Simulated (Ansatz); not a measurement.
**What AgF (model cell, started as wurtzite) distorts into**

Wanted: the energy along a soft mode of AgF (model cell, started as wurtzite) and the structure at the end.

Method: DFT LDA, scalar-relativistic, plane waves, PAW, in Ansatz 0.2.0.

The structure was built from a prototype and need not be the compound's stable phase.

### 1. The starting structure

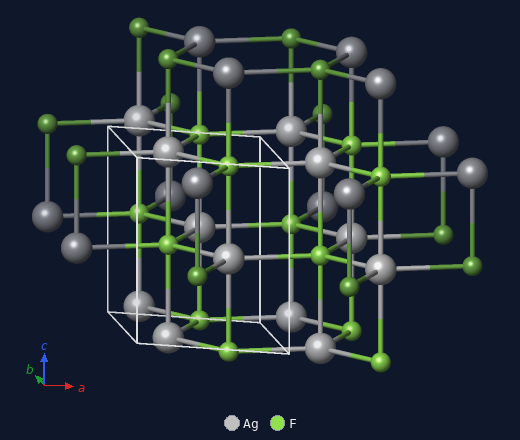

Start, viewed slightly off an axis; silver light grey, fluorine green. 2×2×1 cells are drawn. Some periodic images of atoms are drawn too.

Structure file:

```cif
data_structure
_symmetry_space_group_name_H-M 'P6_3/mmc'
_symmetry_Int_Tables_number 194
_cell_length_a 4.0139
_cell_length_b 4.0139
_cell_length_c 4.7092
_cell_angle_alpha 90.000
_cell_angle_beta 90.000
_cell_angle_gamma 120.000
_cell_volume 65.71
loop_
_atom_site_label
_atom_site_type_symbol
_atom_site_symmetry_multiplicity
_atom_site_Wyckoff_symbol
_atom_site_fract_x
_atom_site_fract_y
_atom_site_fract_z
_atom_site_occupancy
Ag1 Ag 2 d 0.33333 0.66667 0.75000 1
F1 F 2 c 0.33333 0.66667 0.25000 1
```

### 2. Response at finite wavevector

The cell comes from relaxations at this level that are not shown. Stability and thermal properties need the whole zone. Linear response on a 2×2×2 q mesh gives force constants as far as a supercell of that size would.

The input, input.yaml:

```yaml
crystal:
  lattice:
    - [4.0138959602, 3.0438e-06, 0.0]
    - [-2.0069506161, 3.4761343478, 0.0]
    - [0.0, 0.0, 4.7092382587]
  atoms:
    - { symbol: Ag, position: [0.3333333333, 0.6666666667, -0.0625] }
    - { symbol: Ag, position: [0.6666666667, 0.3333333333, 0.4375] }
    - { symbol: F, position: [0.3333333333, 0.6666666667, 0.4375] }
    - { symbol: F, position: [0.6666666667, 0.3333333333, 0.9375] }
kpoints:
  mp_grid: { grid: [12, 12, 8] }
hamiltonian:
  xc: lda
scf:
  occupations: { method: methfessel_paxton, width: 0.15 }
output:
  eigenvalues: true
phonons:
  method: dfpt
  qmesh: [2, 2, 2]
  temperatures: { t_max: 1000, t_step: 50 }
  qpath:
    path:
      - [[0.0, 0.0, 0.0], [0.5, 0.0, 0.0], [0.33333333, 0.33333333, 0.0], [0.0, 0.0, 0.0], [0.0, 0.0, 0.5], [0.5, 0.0, 0.5], [0.33333333, 0.33333333, 0.5], [0.0, 0.0, 0.5]]
      - [[0.5, 0.0, 0.5], [0.5, 0.0, 0.0]]
      - [[0.33333333, 0.33333333, 0.5], [0.33333333, 0.33333333, 0.0]]
    npoints: 10
```

Started as:

```
$ ansatz run input.yaml --threads 4 --pin off --max-ram 7168MiB --backend cpu --events-out ev --progress --plain --runs-dir out
```

Numbers of over 12 decimals in the logs are rounded to 6 here.

Log:

```text
Warning: phonons: the dynamical matrix that this run interpolates holds no multipole term above the dipole-dipole one, and a site of this crystal is no centre of inversion, so its interpolated transverse optical and acoustic branches and sound speeds can stay off near Gamma, and the density of states and the thermodynamics with them. What a run solves at a wave vector of phonons.qpoints, Gamma apart, where the deck admits one, is free of this, and under fd what a larger phonons.supercell samples
Engine: ansatz 0.2.0, aarch64-unknown-linux-gnu
Pseudopotentials: kind: paw
Pseudopotential: Ag, paw, valence charge 19, recommended cutoff 420 eV (normal), Ag.paw.azcp
Pseudopotential: F, paw, valence charge 7, recommended cutoff 420 eV (normal), F.paw.azcp
Functional definition: SPW92
  exchange = slater_x
  correlation = pw_c
Crystal: 4 atoms, lattice volume = 65.707 Å³
Basis set: ecut = 420 eV, 1323 PW (Γ), exchange–correlation on 54×54×64 points (8 copies of the dense FFT grid, shifted against one another)
Bands: 32, of which v1, the nominal top of the filled ones, is band 26 counted from 1 (25 counted from 0)
Symmetry: 24 space group operations
k-points: 95 of 1152
Non-local potential: Ag, projectors of the file, l = 0: 3, l = 1: 2, l = 2: 2, l = 3: 1
Non-local potential: F, projectors of the file, l = 0: 2, l = 1: 2, l = 2: 1
PAW form: soft (Blöchl's): semilocal exchange-correlation on the pseudo side does not see the compensation charge
PAW frozen core: Ag, regenerated for the run's functional, and the local potential with it (the file was generated under x = pbe(κ = 0.804, μ = 0.219515), c = pbe(β = 0.066725))
PAW frozen core: F, regenerated for the run's functional, and the local potential with it (the file was generated under x = pbe(κ = 0.804, μ = 0.219515), c = pbe(β = 0.066725))
PAW one-centre angular grid: Ag, 590 points (default); XC on 64 Gauss nodes
PAW one-centre angular grid: F, 110 points (default); XC on 64 Gauss nodes
Initial density: superposition of atomic densities (neutral atoms: chi_scale 0, normalization atom), corrected by the library's trained network
Initial wavefunctions: pseudopotential atomic-orbital guess
Functional: x = slater, c = lda
SCF iter   1: F=—  HF=-16501.096640 eV  |F-HF|=—  |Δ(HF+E_count)|=         —  Δρ=2.15e-2  dr2=2.30e-1  ethr=1.77e-3  ⟨swp⟩=5.0  Hψ=10450  notcnv=0  defer=9
preconditioner: auto → LDOS  [metal: Δε(μ)=0.023 eV  Ē_g=11.945 eV  σ=0.150 eV  W_gap=0.13  n_scr=20 (ndim 8)  ℏωp=27.5 eV  f_vac=0.185  D(μ)=1.46/eV (n_scr^D=8)  β→1.0]
SCF iter   2: F=—  HF=-16501.125856 eV  |F-HF|=—  |Δ(HF+E_count)|=   2.92e-2  S|Δr|=    0.00e0  Δρ=2.58e-2  dr2=2.93e-1  ethr=4.42e-4  ⟨swp⟩=2.0  Hψ=6498  notcnv=0  defer=154
SCF iter   3: F=—  HF=-16501.038189 eV  |F-HF|=—  |Δ(HF+E_count)|=   8.77e-2  S|Δr|=    0.00e0  Δρ=4.70e-3  dr2=8.52e-3  ethr=4.42e-4  ⟨swp⟩=2.0  Hψ=4808  notcnv=0  defer=154
SCF iter   4: F=—  HF=-16501.035394 eV  |F-HF|=—  |Δ(HF+E_count)|=   2.80e-3  S|Δr|=    0.00e0  Δρ=5.52e-4  dr2=1.76e-4  ethr=1.64e-5  ⟨swp⟩=2.0  Hψ=4433  notcnv=0  defer=153
SCF iter   5: F=—  HF=-16501.035346 eV  |F-HF|=—  |Δ(HF+E_count)|=   4.72e-5  S|Δr|=    0.00e0  Δρ=1.08e-4  dr2=4.32e-6  ethr=3.39e-7  ⟨swp⟩=2.0  Hψ=4070  notcnv=0  defer=153
SCF iter   6: F=—  HF=-16501.035346 eV  |F-HF|=—  |Δ(HF+E_count)|=   7.92e-8  S|Δr|=    0.00e0  Δρ=9.42e-6  dr2=2.61e-8  ethr=8.30e-9  ⟨swp⟩=2.2  Hψ=4286  notcnv=0  defer=153
SCF iter   7: F=—  HF=-16501.035346 eV  |F-HF|=—  |Δ(HF+E_count)|=   1.15e-8  S|Δr|=    0.00e0  Δρ=1.02e-6  dr2=4.76e-10  ethr=5.02e-11  ⟨swp⟩=2.0  Hψ=4948  notcnv=0  defer=153
SCF iter   8: F=-16501.035346 eV  HF=-16501.035346 eV  |F-HF|=3.64e-12  |Δ(HF+E_count)|=  9.46e-11  S|Δr|=    0.00e0  Δρ=1.01e-7  dr2=3.79e-12  ethr=1.00e-12  ⟨swp⟩=8.0  Hψ=15277  notcnv=0
SCF 1 converged in 8 iterations: F = -16501.035346 eV  dr2 = 3.79e-12
  greatest PAW one-centre occupation: 1.002 electrons in one spin orbital (limit 2), on the Ag atom at site 1 (counted from 0), in its partial waves of l = 0
Initial density: read from a saved state, or passed on in memory by an earlier SCF of this step, an earlier step, the calling program or the single point that the run made first
iter 1 solved again at ethr=1.97e-8 eV; its pass at ethr=3.10e-3 eV (dr2=1.03e-5 eV) is discarded
SCF iter   1: F=—  HF=-16501.035351 eV  |F-HF|=—  |Δ(HF+E_count)|=         —  Δρ=2.23e-7  dr2=1.57e-11  ethr=1.97e-8  ⟨swp⟩=3.0  Hψ=18726  notcnv=0
eigensolver tolerance schedule: the retry pair's looser diagonalisation over-reported the residual by 653938.19 of it (diagonalisation noise at an unbounded share of the residual, at the tolerance the schedule requests for it); recorded, not acted on — ethr = c·dr2/N_el stays at c = 1.0e-1
preconditioner: auto → LDOS  [metal: Δε(μ)=0.015 eV  Ē_g=12.129 eV  σ=0.150 eV  W_gap=0.08  n_scr=20 (ndim 8)  ℏωp=27.5 eV  f_vac=0.178  D(μ)=1.17/eV (n_scr^D=2)  β→1.0]
SCF iter   2: F=—  HF=-16501.035346 eV  |F-HF|=—  |Δ(HF+E_count)|=   5.02e-6  S|Δr|=    0.00e0  Δρ=2.47e-7  dr2=2.29e-11  ethr=1.00e-12  ⟨swp⟩=3.0  Hψ=6376  notcnv=0
SCF iter   3: F=-16501.035346 eV  HF=-16501.035346 eV  |F-HF|=7.28e-12  |Δ(HF+E_count)|=  3.64e-12  S|Δr|=    0.00e0  Δρ=1.02e-7  dr2=1.82e-12  ethr=1.00e-12  ⟨swp⟩=2.0  Hψ=7763  notcnv=0
SCF 2 converged in 3 iterations: F = -16501.035346 eV  dr2 = 1.82e-12
phonons: the bands overlap, so this run is a metal and interpolates without the dipole-dipole term. If the crystal is really an insulator or semiconductor, its LO-TO splitting is missing
NSCF: frozen V_eff on 95 k-points
NSCF: frozen V_eff on 370 k-points
DFPT response loops at q = (0, 0, 0) (fractional): preconditioner auto → none (partly filled bands, converged f_vac=0.178); β = 0.50; Broyden in place of MSR1
NSCF: frozen V_eff on 740 k-points
DFPT response loops at q = (0, 0, -0.5) (fractional): mixed as the last ones told, above
NSCF: frozen V_eff on 740 k-points
DFPT response loops at q = (0, -0.5, 0) (fractional): mixed as the last ones told, above
NSCF: frozen V_eff on 740 k-points
DFPT response loops at q = (0, -0.5, -0.5) (fractional): mixed as the last ones told, above
SCF converged after 8 iterations
Stability not checked: this state was not tested for a lower state beside it, because cold or Methfessel-Paxton smearing, or corrected tetrahedra, fill the levels in a way that the test cannot read (fill_not_monotonic; see scf.lower_state_search)
Free energy (F): -16501.035346 eV
Harris-Foulkes:  -16501.035346 eV  (|F-HF|=3.64e-12)
Internal energy: -16501.038328 eV  (E = F + TS)
E sigma→0 (E₀):  -16501.036092 eV
Entropy (-TS):   0.002982 eV (0.745 meV/atom)
Fermi energy:    7.797698 eV
--- Per-component energies (eV) ---
  E_band       = -759.227469
  E_kinetic    = 1466.352737
  E_local      = -7004.375487  (includes V_loc(G=0)·N_el)
  E_nonlocal   = 334.242837
  E_hartree    = 3039.926080
  E_xc         = -517.845747
  E_vxc        = -663.965737  (∫ρ·V_xc dr)
  E_paw        = -7922.764962  (= ΣΔE_a)
  E_vpaw       = -971.338547  (= ΣTr[D̂ρ^β])
  E_aug_tail   = 0.004646  (compensation charges beyond the density's cutoff)
  E_ewald      = -5898.254550
  E_core_change = 1.676118  (= ΣΔE_core)
  E_smearing   = 0.002982  (= −TS)
  E_closure    = 0.000000  (closes the sum)
  Σ components = -16501.035346   (vs F -16501.035346, Δ=0.00e0)
--- Band table (eV; the first three rows and the last of 95) ---
  k-point 0: bands = [... 22 lower, 7.1986, 7.2966, 7.2966, 7.3177, 7.3177, 13.4789, 15.0868, 18.7810, ... 2 higher]
  k-point 1: bands = [... 22 lower, 7.2990, 7.2990, 7.3179, 7.3179, 7.4733, 12.9597, 15.7493, 18.7273, ... 2 higher]
  k-point 2: bands = [... 22 lower, 7.3057, 7.3057, 7.3186, 7.3186, 8.2571, 12.1075, 17.0262, 18.5959, ... 2 higher]
  k-point 94: bands = [... 22 lower, 6.4975, 6.4975, 7.8073, 7.8073, 13.9699, 13.9699, 14.4751, 14.4751, ... 2 higher]
--- Phonons (Γ-DFPT): 4 representative perturbations + reference (Σ response iterations 13) ---
  ASR residual: 3.151e-5 → 0.000e0 eV/Å²; symmetrization residual: 8.024e-6 eV/Å²
  ASR residual per site (eV/Å²): 1.48e-5 1.48e-5 3.15e-5 3.15e-5
  Γ frequencies (cm⁻¹): -44.94 -22.36 -22.36 0.00 0.00 0.00 192.44 192.44 224.59 224.59 239.77 281.37
--- Phonons (arbitrary-q DFPT): 4 irreducible q on the 2×2×2 mesh ---
  q = [0.0000, 0.0000, 0.0000] (star 1, of the zone-centre solve; hermiticity 3.50e-6, symmetrization 9.18e-7): -44.94 -22.36 -22.36 -0.00 -0.00 0.00 192.44 192.44 224.59 224.59 239.77 281.37
  q = [0.0000, 0.0000, -0.5000] (star 1, 4 solved perturbations in 930 linear systems a pass and spin channel, the states on 370 of 1152 k-point pairs; hermiticity 2.32e-6, symmetrization 1.20e-7): -27.30 -27.30 -27.30 -27.30 119.75 119.75 205.98 205.98 205.98 205.98 231.36 231.36
  q = [0.0000, -0.5000, 0.0000] (star 3, 6 solved perturbations in 1910 linear systems a pass and spin channel, the states on 370 of 1152 k-point pairs; hermiticity 7.08e-6, symmetrization 1.33e-6): -43.53 -37.85 -30.09 -25.53 94.62 95.11 222.68 233.79 244.22 250.44 250.92 264.45
  q = [0.0000, -0.5000, -0.5000] (star 3, 6 solved perturbations in 1910 linear systems a pass and spin channel, the states on 370 of 1152 k-point pairs; hermiticity 2.36e-6, symmetrization 5.23e-7): -35.77 -35.77 59.54 59.54 95.50 95.50 131.48 131.48 235.65 235.65 281.18 281.18
  sum rule: each row above includes the acoustic sum rule's correction from the zone centre's row sums; it moved no ω² by more than (0.67 cm⁻¹)²
  mesh force constants: q→R imaginary residual 3.35e-17; ASR residual 3.151e-5 → 0.000e0 eV/Å²; symmetrization residual 3.553e-15 eV/Å²
  interpolated dispersion: 93 rows × 12 modes
  density of states and harmonic sums: on the 18×18×14 q-mesh, interpolated from the force constants of a 2×2×2 supercell (no non-analytic term)
  largest difference from the sums on the solved wave vectors: F 1.56e-1 eV, S 1.98e-4 and C_V 4.20e-5 eV/K
  zero-point energy: 0.098598 eV/cell   skipped modes (ω ≤ 0): 901, of them read as no rigid motion or as one in doubt: 898 (3.014e0 modes/cell left out, lowest -45.31 cm⁻¹)   left out of the sums: 2.51e-1 of the cell's modes: C_V's classical limit lies that fraction below 3 k_B per atom; for a crystal, a wire or a layer, F and S can be off by more, and a phonons.interpolated_qmesh denser along its periods is the remedy for the sampling
```

Elapsed: 10 min, on 4 threads of Arm Neoverse N1, shared host; peak memory 1.8 GiB; 39 min of CPU time.

In the SCF lines HF is the Harris–Foulkes energy and dr2 the Hartree energy of the density residual, in eV; the loop may stop once dr2 is under the threshold and the program's other checks hold. Hψ counts applications of the Hamiltonian.

This step gave:

```
volume per atom                                         : 16.43 Å³
gap on the k-mesh                                       : 0 eV
sum-rule residual before enforcement                    : 3.15e-5 eV/Å²
lowest frequency on the path                            : -45.30 cm⁻¹
point group                                             : 6/mmm
highest frequency on the path or at a solved wavevector : 281.6 cm⁻¹
highest optical mode at the zone centre (no LO-TO term) : 281.4 cm⁻¹
lowest optical zone-centre mode                         : -44.94 cm⁻¹
lowest mode on the q mesh (acoustic modes at Γ apart)   : -44.94 cm⁻¹
```

Frequencies (cm⁻¹) solved at each irreducible wavevector; negative means imaginary. Frequencies by wavevector, by row:

| q in reciprocal lattice units | star | mode 1 | mode 2 | mode 3 | mode 4 | mode 10 | mode 11 | mode 12 |
| --- | --- | --- | --- | --- | --- | --- | --- | --- |
| 0 0 0 | 1 | -44.9 | -22.4 | -22.4 | 0 | 224.6 | 239.8 | 281.4 |
| 0 0 -0.5 | 1 | -27.3 | -27.3 | -27.3 | -27.3 | 206 | 231.4 | 231.4 |
| 0 -0.5 0 | 3 | -43.5 | -37.9 | -30.1 | -25.5 | 250.4 | 250.9 | 264.4 |
| 0 -0.5 -0.5 | 3 | -35.8 | -35.8 | 59.5 | 59.5 | 235.7 | 281.2 | 281.2 |

Interpolated from a 2×2×2 q mesh, rough between the solved points. The phonon branches at the labelled points (cm⁻¹):

| point | branch 1 | branch 2 | branch 3 | branch 4 | branch 9 | branch 10 | branch 11 | branch 12 |
| --- | --- | --- | --- | --- | --- | --- | --- | --- |
| Γ | -45 | -22 | -22 | 0 | 225 | 225 | 240 | 281 |
| M | -44 | -38 | -30 | -26 | 244 | 250 | 251 | 264 |
| K | -42 | -42 | -20 | 32 | 238 | 257 | 257 | 262 |
| Γ | -45 | -22 | -22 | 0 | 225 | 225 | 240 | 281 |
| A | -27 | -27 | -27 | -27 | 206 | 206 | 231 | 231 |
| L | -36 | -36 | 60 | 60 | 236 | 236 | 281 | 281 |
| H | -11 | -11 | 53 | 53 | 249 | 249 | 279 | 279 |
| A | -27 | -27 | -27 | -27 | 206 | 206 | 231 | 231 |
| jump to L | -36 | -36 | 60 | 60 | 236 | 236 | 281 | 281 |
| M | -44 | -38 | -30 | -26 | 244 | 250 | 251 | 264 |
| jump to H | -11 | -11 | 53 | 53 | 249 | 249 | 279 | 279 |
| K | -42 | -42 | -20 | 32 | 238 | 257 | 257 | 262 |

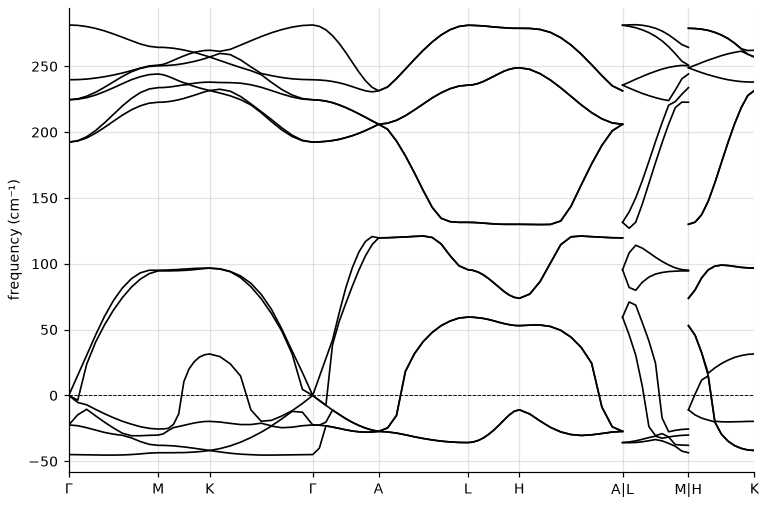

Phonon branches along the path.

Symmetry leaves 4 wavevectors to solve. The lowest mode among them, the acoustic zeros apart, lies at Γ and is imaginary, 44.9i cm⁻¹, so the energy falls along it.

### 3. The mode frozen in, largest atomic shift 0 Å

The mode followed lies at q = (0, -0.5, 0) with frequency 43.5i cm⁻¹, one of the unstable modes though not the softest. At small amplitude the distorted cell has space group no. 62 by a symmetry search on the positions. The undistorted cell that holds it gives the zero of energy on the same k mesh.

System of this step: AgF (model cell, started as wurtzite). It takes space group P6_3/mmc (No. 194, hexagonal). The conventional cell has a = 4.014 Å, b = 4.014 Å, c = 4.709 Å, α = 90.00°, β = 90.00°, γ = 120.00°. Ag has 5 F at 2.32 to 2.35 Å nearest. Nearest to F lie 5 Ag at 2.32 to 2.35 Å. Farther neighbours and most contacts between anions are not listed.

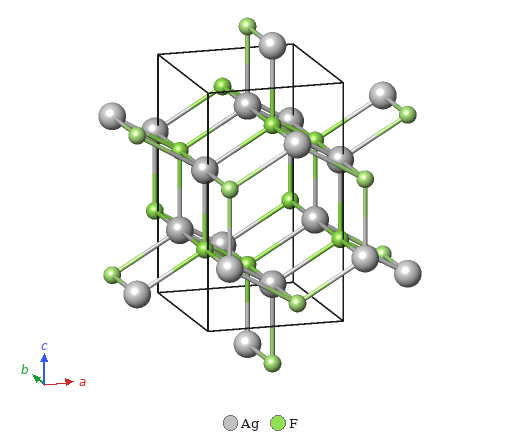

The cell of this step (silver light grey, fluorine green). Some periodic images of atoms are drawn too.

The input, input.yaml:

```yaml
crystal:
  lattice:
    - [-4.0138959602, -3.0438e-06, 0.0]
    - [0.0, 0.0, -4.7092382587]
    - [5.2719e-06, -6.9522717393, 0.0]
  atoms:
    - { symbol: Ag, position: [0.5, 0.0625, 0.1666666667] }
    - { symbol: Ag, position: [0.0, 0.0625, 0.6666666667] }
    - { symbol: Ag, position: [0.0, 0.5625, 0.3333333333] }
    - { symbol: Ag, position: [0.5, 0.5625, 0.8333333333] }
    - { symbol: F, position: [0.5, 0.5625, 0.1666666667] }
    - { symbol: F, position: [0.0, 0.5625, 0.6666666667] }
    - { symbol: F, position: [0.0, 0.0625, 0.3333333333] }
    - { symbol: F, position: [0.5, 0.0625, 0.8333333333] }
kpoints:
  mp_grid: { grid: [8, 8, 6] }
hamiltonian:
  xc: lda
scf:
  occupations: { method: methfessel_paxton, width: 0.15 }
output:
  forces: true
  stress: true
  eigenvalues: true
```

Log:

```text
[...]
Crystal: 8 atoms, lattice volume = 131.415 Å³
Basis set: ecut = 420 eV, 2593 PW (Γ)
Bands: 63, of which v1, the nominal top of the filled ones, is band 52 counted from 1 (51 counted from 0)
Symmetry: 16 space group operations
[...]
k-points: 100 of 384
[...]
k-point 0: bands = [... 48 lower, 7.1984, 7.2959, 7.2959, 7.3170, 7.3170, 11.0938, 11.9468, 13.4786, ... 7 higher]
  k-point 1: bands = [... 48 lower, 7.0726, 7.2278, 7.2558, 7.2994, 7.5140, 10.4043, 12.6615, 13.5529, ... 7 higher]
  k-point 2: bands = [... 48 lower, 6.9385, 7.0739, 7.1018, 7.2142, 7.9754, 9.4827, 13.5848, 13.7503, ... 7 higher]
  k-point 99: bands = [... 48 lower, 7.7263, 7.7263, 7.7263, 7.7263, 12.7299, 12.7299, 12.7299, 12.7299, ... 7 higher]
[key lines of the parts left out:]
SCF converged after 7 iterations
Free energy (F): -33002.069823 eV
Fermi energy:    7.795351 eV
P = ⅓ Tr σ = -0.0048 GPa (-0.048 kbar)
```

It took 23 s on 4 threads; peak memory 0.81 GiB.

This step gave:

| Property | Result |
| --- | --- |
| pressure | -0.004784 GPa |
| energy from the undistorted cell | 0 meV/atom |

The run ends at a pressure of 0.00 GPa, with forces up to 4.0e-4 eV/Å.

### 4. The mode frozen in, largest atomic shift 0.32 Å

The atoms are moved along the unstable eigenvector, the largest shift by 0.32 Å, with the cell fixed.

input.yaml, the sections that differ from step 3:

```yaml
crystal:
  lattice:
    - [-4.0138959602, -3.0438e-06, 0.0]
    - [0.0, 0.0, -4.7092382587]
    - [5.2719e-06, -6.9522717393, 0.0]
  atoms:
    - { symbol: Ag, position: [0.5, 0.0038887883, 0.1666666667] }
    - { symbol: Ag, position: [0.0, 0.1211112117, 0.6666666667] }
    - { symbol: Ag, position: [0.0, 0.6211112117, 0.3333333333] }
    - { symbol: Ag, position: [0.5, 0.5038887883, 0.8333333333] }
    - { symbol: F, position: [0.5, 0.4945484583, 0.1666666667] }
    - { symbol: F, position: [0.0, 0.6304515417, 0.6666666667] }
    - { symbol: F, position: [0.0, 0.1304515417, 0.3333333333] }
    - { symbol: F, position: [0.5, -0.0054515417, 0.8333333333] }
# kpoints, hamiltonian, scf, output: as in step 3
```

Log:

```text
[...]
Crystal: 8 atoms, lattice volume = 131.415 Å³
Basis set: ecut = 420 eV, 2593 PW (Γ)
Bands: 63, of which v1, the nominal top of the filled ones, is band 52 counted from 1 (51 counted from 0)
Symmetry: 8 space group operations
[...]
k-points: 100 of 384
[...]
k-point 0: bands = [... 48 lower, 6.9468, 6.9481, 7.0665, 7.0674, 7.1416, 10.3834, 11.9191, 13.6930, ... 7 higher]
  k-point 1: bands = [... 48 lower, 6.8356, 6.9095, 7.0265, 7.0327, 7.3384, 9.9492, 12.3475, 13.7563, ... 7 higher]
  k-point 2: bands = [... 48 lower, 6.6894, 6.8058, 6.8790, 6.9360, 7.7885, 9.1818, 13.1024, 13.8911, ... 7 higher]
  k-point 99: bands = [... 48 lower, 7.4568, 7.4568, 7.4568, 7.4568, 12.0571, 12.0571, 12.0571, 12.0571, ... 7 higher]
[key lines of the parts left out:]
SCF converged after 7 iterations
Free energy (F): -33002.120239 eV
Fermi energy:    7.620598 eV
P = ⅓ Tr σ = -2.3538 GPa (-23.538 kbar)
```

Run time: 22 s. Hardware: 4 threads; peak memory 0.81 GiB; 83 s of CPU time.

This step gave:

| Item | Value |
| --- | --- |
| pressure | -2.354 GPa |
| energy from the undistorted cell | -6.227 meV/atom |

The energy, extrapolated to zero smearing, is -6.23 meV/atom against the undistorted cell.

The run ends at a pressure of -2.35 GPa, with forces up to 0.19 eV/Å.

(Continued in part 2 of 3.)

[Logs are printed without paths, hosts, clocks, repeated set-up lines and the standing remarks that a program may print on its own settings, such as how far it seeks lower states.]

[Hosts, paths, dates, database ids (printed as entryN), source tags and the programs' standing remarks are cut or masked in the printed files.]
